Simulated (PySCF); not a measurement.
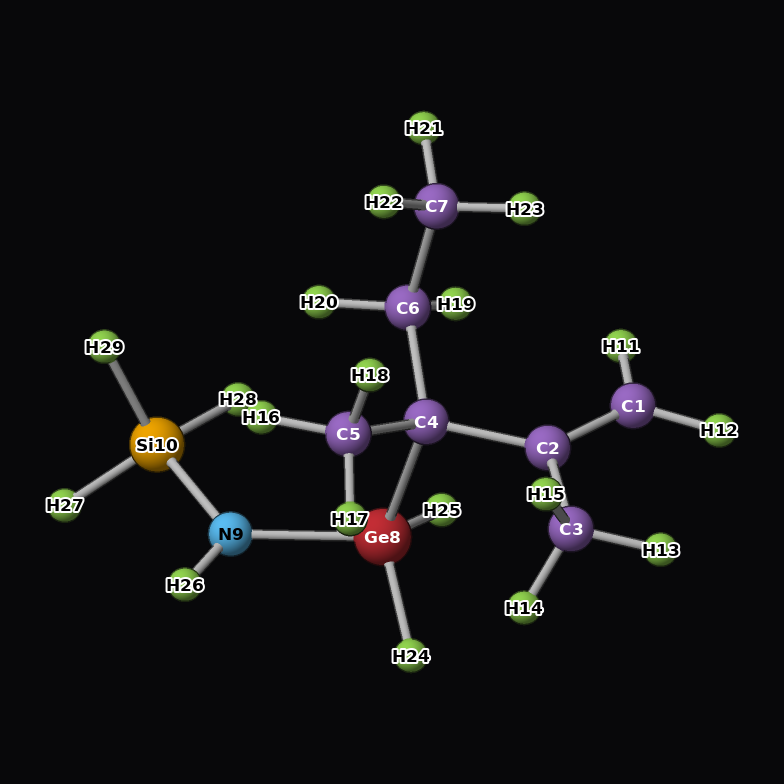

The questions are on isotropic NMR shieldings of the C atoms. The geometry was computed by an optimisation with PBE0-D3(BJ)/def2-SVP. No frequency run is at hand to confirm it as a minimum. Level of theory: GIAO KT2/pcSseg-1 NMR shielding, non-relativistic, gas phase (PySCF 2.14.0).

List the isotropic NMR shieldings of the C atoms.

```csv
atom,σ (ppm)
C1,76.5
C2,39.7
C3,157.6
C4,139.0
C5,164.8
C6,151.5
C7,176.5
```
